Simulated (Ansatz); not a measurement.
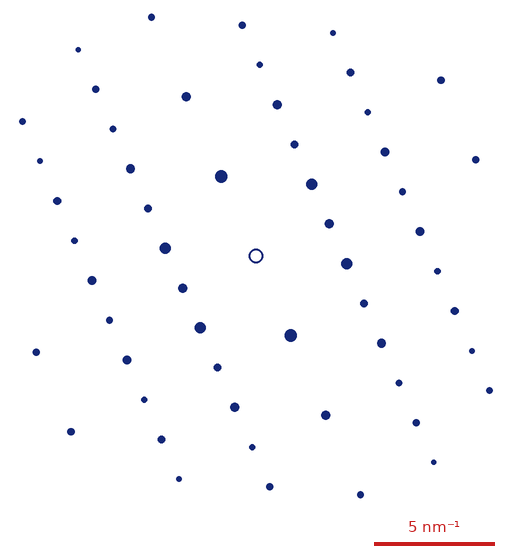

The pattern is a kinematic simulation for 200 kV electrons (no multiple scattering; isotropic B = 0.5 Å²).

Describe the geometry of this pattern.

Answer. The spots form a rectangular net whose two shortest vectors correspond to d = 5.52 Å and 2.99 Å, 90.0° apart.

What is the point symmetry of the pattern, intensities included?

Answer. 2mm. A zero-layer kinematic pattern is always centrosymmetric (Friedel's law).

What was simulated?

Answer. This cannot be fixed from one zone alone; the pattern is [100] of Tl, space group P6_3/mmc (No. 194), a = 3.458 Å, c = 5.519 Å (hexagonal axes). The net vectors are 0 0 1 (itself extinct) and 0 1 0. Structure: the end point of a relaxation with Ansatz 0.2.0, DFT PBEsol, scalar-relativistic, plane waves, PAW.
